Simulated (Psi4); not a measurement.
# AQCC/def2-TZVP run of CH6Si (SMILES [H][Si]([H])([H])C)

What is the energy change on altering one bond length of CH6Si at AQCC/def2-TZVP? 

Program for the calculation: Psi4 1.11.

2 further runs of the same task are left out: 2 set aside as unsound or not needed.

### 1 The molecule

CH6Si has 8 atoms, charge 0, and is taken as a singlet. SMILES: `[H][Si]([H])([H])C`. The shape is that of a GFN2-xTB optimisation.

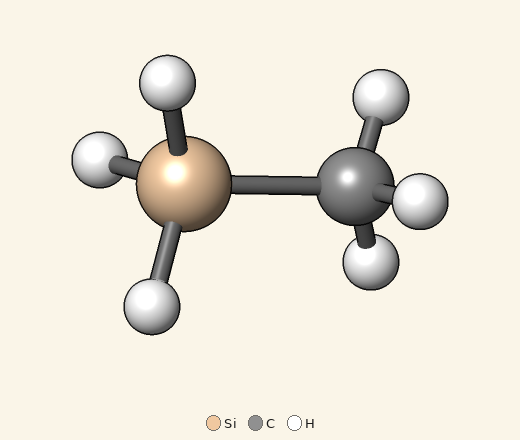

Viewed from a chosen angle; silicon light orange, carbon grey, hydrogen white.

### 2 The energy at AQCC/def2-TZVP

Contents of ch6si.inp:

```
memory 1600 mb

molecule m {
  Si
  C 1 1.895436
  H 2 1.086394 1 111.29143
  H 2 1.086632 3 107.54882 1 122.15115
  H 2 1.086511 3 107.62586 4 115.69293
  H 1 1.465252 2 109.57601 3 178.42477
  H 1 1.465133 6 109.38666 2 120.11258
  H 1 1.465137 7 109.36322 6 -119.77557
  symmetry c1
}

set globals {
  basis       def2-TZVP
  scf_type    pk
  freeze_core true
}

e_tot, wfn = energy("aqcc", return_wfn=True)
print_variables()
```

Started as:

```
$ psi4 -i ch6si.inp -o ch6si.out -n 1
```

ch6si.out:

```text
[...]
  Running in c1 symmetry.
[...]
  Nuclear repulsion =   62.765001668178854
[...]
  Multiplicity = 1
[...]
  Nalpha       = 13
  Nbeta        = 13
[...]
    Number of basis functions: 104
[...]
   @RHF iter   1:  -330.23061619036878   -5.34820e-01   3.65872e-03 DIIS/ADIIS
[...]
   @RHF iter  10:  -330.31964346888492   -2.67164e-12   3.06516e-09 DIIS
[...]
    Orbital Energies [Eh]
    ---------------------
    Doubly Occupied:
       1A    -68.758512     2A    -11.205350     3A     -6.110009
       4A     -4.216330     5A     -4.216329     6A     -4.215875
       7A     -0.946245     8A     -0.701999     9A     -0.562387
      10A     -0.562199    11A     -0.473470    12A     -0.473443
      13A     -0.451495
[...]
  @RHF Final Energy:  -330.31964346888492
   => Energetics <=
    Nuclear Repulsion Energy =             62.7650016681788543
    One-Electron Energy =                -580.3820068110489956
    Two-Electron Energy =                 187.2973616739851366
    Total Energy =                       -330.3196434688849195
[...]
 Multipole Moments:
 ------------------------------------------------------------------------------------
     Multipole            Electronic (a.u.)      Nuclear  (a.u.)        Total (a.u.)
 ------------------------------------------------------------------------------------
 L = 1.  Multiply by 2.5417464519 to convert [e a0] to [Debye]
 Dipole X            :          0.0005712           -0.0005043            0.0000669
 Dipole Y            :          0.0007404           -0.0005470            0.0001934
 Dipole Z            :         -1.3863544            1.6021410            0.2157866
 Magnitude           :                                                    0.2157867
[...]
      * SCS-MP2 total energy:                 -330.633027826594
[...]
      * MP2 total energy:                     -330.619454607943
[...]
```

Wall time 11 s (1 thread of Intel Xeon 6975P-C (Granite Rapids), shared host); peak memory 1 GiB.

### 3 The distorted shape, same level

Contents of job.json:

```json
{
 "schema_name": "qcschema_input",
 "schema_version": 1,
 "molecule": {
  "schema_name": "qcschema_molecule",
  "schema_version": 2,
  "symbols": ["Si", "C", "H", "H", "H", "H", "H", "H"],
  "geometry": [-1.31830885, 2.56220973, -2.82803751, -1.310372, 2.54994541, 0.75378718, -3.21925995, 2.64150264, 1.50380059, -0.27310133, 4.15600475, 1.50295021, 0.88068796, -1.71080686, 2.59595457, 1.28788804, 2.50871159, -3.76175118, -2.57590269, 4.85242551, -3.74404445, -2.67413065, 0.33526198, -3.75980477],
  "molecular_charge": 0,
  "molecular_multiplicity": 1,
  "fix_symmetry": "c1"
 },
 "driver": "energy",
 "model": {
  "method": "aqcc",
  "basis": "def2-TZVP"
 },
 "keywords": {
  "scf_type": "pk",
  "freeze_core": true
 }
}
```

Started as:

```
$ psi4 --qcschema job.json -n 1 --memory 1600MB
```

stdout:

```text
[...]
  Running in c1 symmetry.
[...]
  Nuclear repulsion =   59.583307883880110
[...]
  Multiplicity = 1
[...]
  Nalpha       = 13
  Nbeta        = 13
[...]
    Number of basis functions: 104
[...]
   @RHF iter   1:  -329.80847255392570   -5.28009e-01   4.84137e-03 DIIS/ADIIS
[...]
   @RHF iter  12:  -330.08382826498587   -1.02318e-11   2.77492e-09 DIIS
[...]
    Orbital Energies [Eh]
    ---------------------
    Doubly Occupied:
       1A    -68.787328     2A    -11.317231     3A     -6.138270
       4A     -4.244698     5A     -4.244384     6A     -4.244229
       7A     -0.954846     8A     -0.724182     9A     -0.614663
      10A     -0.519710    11A     -0.497659    12A     -0.492553
      13A     -0.311629
[...]
  @RHF Final Energy:  -330.08382826498587
   => Energetics <=
    Nuclear Repulsion Energy =             59.5833078838801100
    One-Electron Energy =                -573.1515069513766321
    Two-Electron Energy =                 183.4843708025105968
    Total Energy =                       -330.0838282649858684
[...]
 Multipole Moments:
 ------------------------------------------------------------------------------------
     Multipole            Electronic (a.u.)      Nuclear  (a.u.)        Total (a.u.)
 ------------------------------------------------------------------------------------
 L = 1.  Multiply by 2.5417464519 to convert [e a0] to [Debye]
 Dipole X            :         -1.0879159            0.5691868           -0.5187291
 Dipole Y            :          2.1119392           -1.1059106            1.0060286
 Dipole Z            :         -2.4956686            2.0781366           -0.4175320
 Magnitude           :                                                    1.2064437
[...]
      * SCS-MP2 total energy:                 -330.426502378838
[...]
      * MP2 total energy:                     -330.406597961832
[...]
```

The result, in JSON:

```text
{
 "driver": "energy",
 "model": {
  "method": "aqcc",
  "basis": "def2-TZVP"
 },
 "success": true,
 "return_result": -330.4877764555508,
 "properties": {
  "calcinfo_nbasis": 104,
  "calcinfo_nmo": 104,
  "calcinfo_nalpha": 13,
  "calcinfo_nbeta": 13,
  "calcinfo_natom": 8,
  "nuclear_repulsion_energy": 59.58330788388011,
  "return_energy": -330.4877764555508,
  "scf_one_electron_energy": -573.1515069513766,
  "scf_two_electron_energy": 183.4843708025106,
  "scf_dipole_moment": [-0.5187291218459626, 1.0060286057310284, -0.41753204905705976],
  "scf_total_energy": -330.08382826498587,
  "scf_iterations": 12,
  "mp2_same_spin_correlation_energy": -0.05151867964997533,
  "mp2_opposite_spin_correlation_energy": -0.2712510171959649,
  "mp2_singles_energy": 0.0,
  "mp2_doubles_energy": -0.3227696968459402,
  "mp2_correlation_energy": -0.3227696968459402,
  "mp2_total_energy": -330.40659796183184
 }
}
```

It took 12 s on 1 thread of Intel Xeon 6975P-C (Granite Rapids), shared host; peak memory 1 GiB.

### 4 Summary of results

At AQCC/def2-TZVP, 6 core orbitals frozen:

```
                                                         quantity          value
                                        first shape: total energy  -330.65798 Eh
                 first shape: HOMO energy (Hartree–Fock orbitals)      -12.29 eV
                 first shape: LUMO energy (Hartree–Fock orbitals)        3.22 eV
               first shape: HOMO–LUMO gap (Hartree–Fock orbitals)       15.51 eV
         first shape: correlation energy (6 core orbitals frozen)     -338.3 mEh
                                    distorted shape: total energy  -330.48778 Eh
             distorted shape: HOMO energy (Hartree–Fock orbitals)       -8.48 eV
             distorted shape: LUMO energy (Hartree–Fock orbitals)       -0.80 eV
           distorted shape: HOMO–LUMO gap (Hartree–Fock orbitals)        7.68 eV
     distorted shape: correlation energy (6 core orbitals frozen)     -403.9 mEh
energy change with the C2–H5 bond stretched from 1.087 to 2.716 Å       4.631 eV
```

What this shows: One bond (distorted shape) is far stretched, which a spin-restricted single reference describes badly; a broken-symmetry solution may lie lower. With the C2–H5 bond stretched from 1.087 to 2.716 Å the energy rises by 4.63 eV (107 kcal/mol). The first shape isn't relaxed at this level, so the change isn't measured from a minimum. A restricted reference can't describe the breaking bond well at this length.
